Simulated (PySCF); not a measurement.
H4Al2Br2O4, singlet, PBE0/def2-SVP optimised geometry. Atoms within 1.6 Å of the plane z = 1.0 Å (x, y, z in Å): Al1 (-2.63, 1.10, 2.17), Al2 (-0.70, -0.68, 0.00), Br3 (-1.61, -1.13, 2.23), O6 (-4.30, 0.92, 1.95), H7 (-4.95, 1.36, 2.49), Br8 (-1.61, 1.60, 0.00), O9 (0.99, -0.68, 0.00), H10 (1.61, -0.21, 0.56).

Calculation: PBE0/def2-TZVP in PySCF.

Map of the log10 of the electron density (e/bohr³), floored at −4 on the plane z = 1.0 Å:

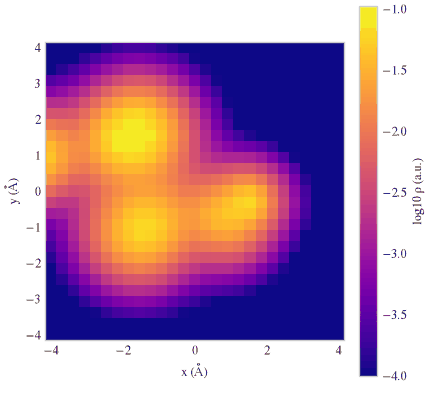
Log10 of the electron density (e/bohr³), floored at −4 on the plane z = 1.0 Å.
